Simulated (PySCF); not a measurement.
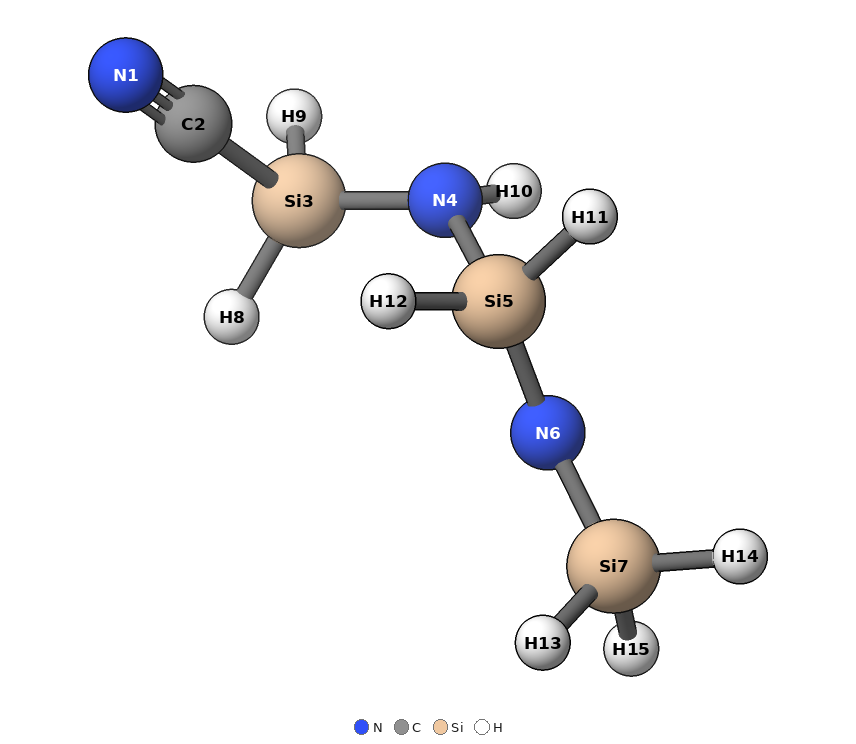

The species has charge −1 and is a spin singlet. Computed geometry: GFN2-xTB optimisation. No frequency run is at hand to confirm it as a minimum. Electric field gradients from the ground-state density, PBE0/pcSseg-1 (PySCF 2.14.0), non-relativistic apart from any core potentials.

Give the largest field-gradient component, the quadrupole coupling constant and the asymmetry for 14N at N1 (Q = 20.44 mb), 14N at N4 (Q = 20.44 mb), 14N at N6 (Q = 20.44 mb), 2H at H8 (Q = 2.86 mb), 2H at H9 (Q = 2.86 mb), 2H at H10 (Q = 2.86 mb), 2H at H11 (Q = 2.86 mb).

```tsv
atom	V_zz (a.u.)	e²qQ/h (MHz)	η
N1	−1.096	−5.26	0.03
N4	−0.690	−3.31	0.60
N6	0.346	1.66	0.85
H8	0.152	0.102	0.02
H9	0.151	0.102	0.03
H10	0.437	0.294	0.14
H11	0.148	0.099	0.04
```

The geometry is semi-empirical. Around Si such bond lengths and angles can be off by a tenth of an ångström or more and by several degrees, and values that hang on the shape move with them.
